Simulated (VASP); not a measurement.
Band structure of MgSnAs₂ (space group I-42d). Calculation: LDA (Ceperley-Alder, Perdew-Zunger), VASP's LDA PAW potentials (set 64) (plane waves; VASP).

Unless said otherwise, spin-orbit coupling is left out, though it shifts the bands of the heavy elements here.

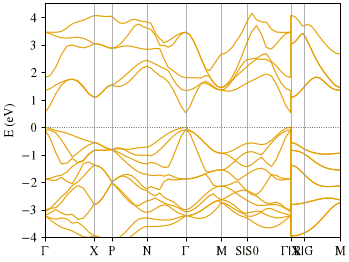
Fig. 1. Bands along high-symmetry lines, zero at the valence-band maximum or, without a gap, the Fermi level

Q: Read the plot: is there a gap, and where are the band edges?

A: The gap is direct, 0.53 eV, from the valence maximum at Γ to the conduction minimum at Γ. (Edges off the drawn lines would not show.)

The structure comes from a computed database's MgSnAs2 entry (I-42d); how it stands against other phases isn't given here. It was relaxed first.
